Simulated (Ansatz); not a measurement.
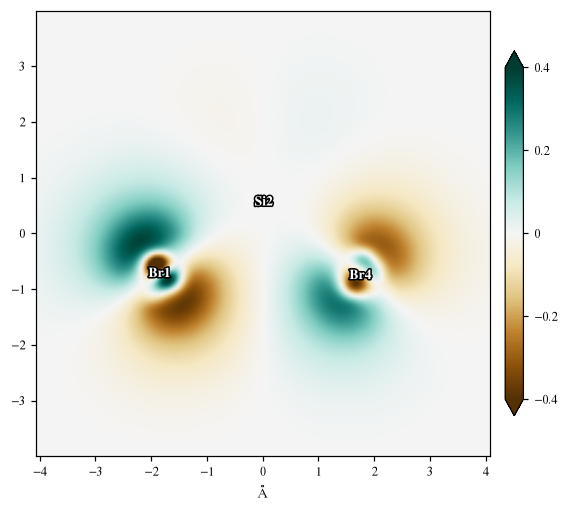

*Br3HSi (SMILES Br[SiH](Br)Br). The HOMO on the plane of atoms Br1, Si2 and Br4 (values in Å⁻³ᐟ²; the overall sign is arbitrary).*

Not at a stationary point (largest force 1.0 eV/Å).

These are results of SCF B3LYP, Gaussian basis in Ansatz, not measurements.

```xyz
5

Br    1.2010   -1.2743    1.3674
Si   -0.1160    0.0571    0.0792
Br    1.1182    1.5986   -0.8985
Br   -1.0026   -1.1656   -1.4826
H    -1.1508    0.7105    0.8931
```

### Where does this orbital lie, and at what energy?

It lies mainly on Br1 (about 45 %), Br3 (about 30 %) and Br4 (about 25 %); largely a combination of lone pairs on Br1, Br3 and Br4. Its energy is −8.09 eV.
